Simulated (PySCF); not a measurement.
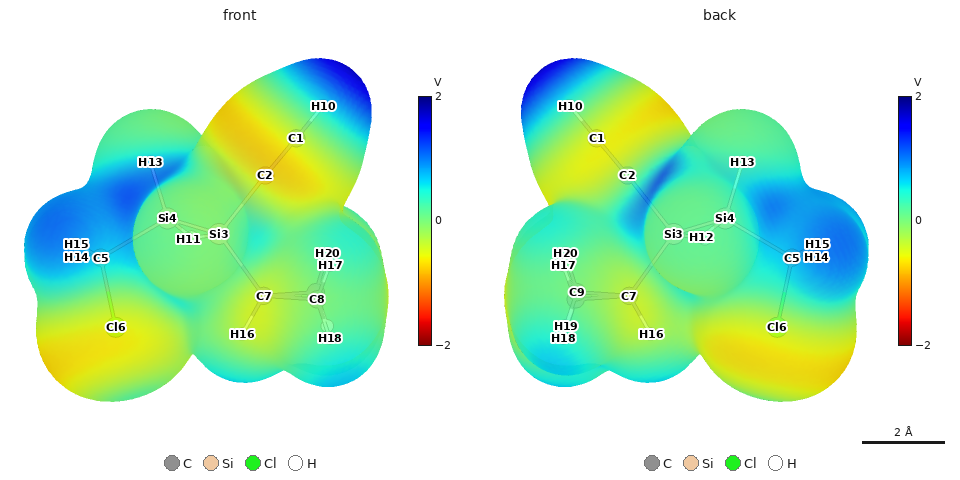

C₆H₁₁ClSi₂. The electrostatic potential painted on the density surface at 0.002 e/bohr³, seen from the front and from behind; the colour scale runs from red (negative) to blue (positive).

Geometry: GFN2-xTB.

All numbers below come from PySCF 2.14.0, PBE0/pcSseg-1, SCF density, gas phase, non-relativistic.

```xyz
20

C     0.5679    3.0917    1.1897
C     0.2255    1.9494    1.0339
Si   -0.2598    0.1786    0.7642
Si   -2.0002    0.1174   -0.7725
C    -3.0255   -1.4740   -0.4688
Cl   -1.9335   -2.8863   -0.5258
C     1.2785   -0.7105    0.1190
C     2.6522   -0.2733    0.5430
C     2.1921   -0.0172   -0.8530
H     0.8606    4.0933    1.3301
H    -0.5822   -0.3541    2.1044
H    -1.5955    0.0562   -2.1825
H    -2.9847    1.2044   -0.6608
H    -3.7872   -1.6423   -1.2260
H    -3.5046   -1.4924    0.5074
H     1.1631   -1.7768   -0.0411
H     2.7330    0.5721    1.2101
H     3.4041   -1.0311    0.7095
H     2.6259   -0.5968   -1.6549
H     1.9651    1.0025   -1.1289
```

Describe the electrostatic potential map.

The most negative region (about −0.8 V) lies over C1 and C2, the most positive (about +1.7 V) over H10. Cl6 shows a σ-hole: about +0.2 V at the tip opposite its bond, against about −0.5 V on its flanks.

What dipole moment does the calculation give?

Its dipole moment is 1.34 D.
